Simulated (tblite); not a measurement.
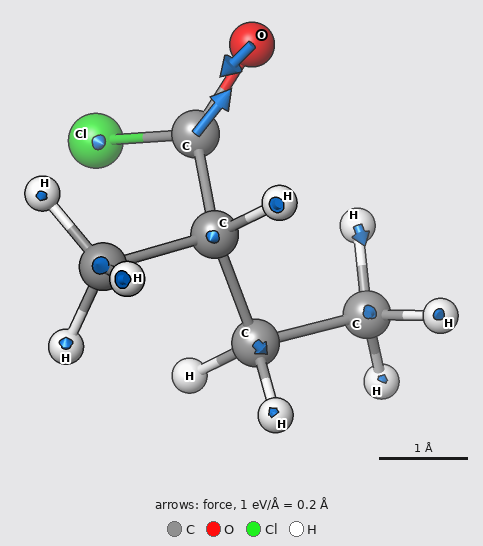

Starting geometry of C5H9ClO with the computed forces as blue arrows. A ball-and-stick model, seen from a free direction.

All numbers below come from GFN2-xTB geometry optimisation, gas phase in tblite 0.8.0. 

### Is this structure relaxed? If not, where do the atoms go?

It isn't relaxed: the largest force vector, on a C atom, is 3.44 eV/Å. The final displacements have little in common with the starting forces (cosine between the two patterns 0.23). After 78 geometry steps the energy has fallen by 13.5 kcal/mol. The largest move after the best rigid fit is that of an H atom, 0.74 Å. By element the largest moves are H 0.74 Å, Cl 0.31 Å, O 0.25 Å, C 0.10 Å. Among the contacts that change: C–O 1.231 → 1.185 Å, C–H 1.129 → 1.088 Å, C–C 1.508 → 1.535 Å, C–H 1.107 → 1.092 Å. Among the angles between lasting bonds that change: C–C–O 118.1° → 128.0°, C–C–Cl 122.2° → 113.0°, C–C–H 113.0° → 108.1°. Groups turn about C–C by about 40°.
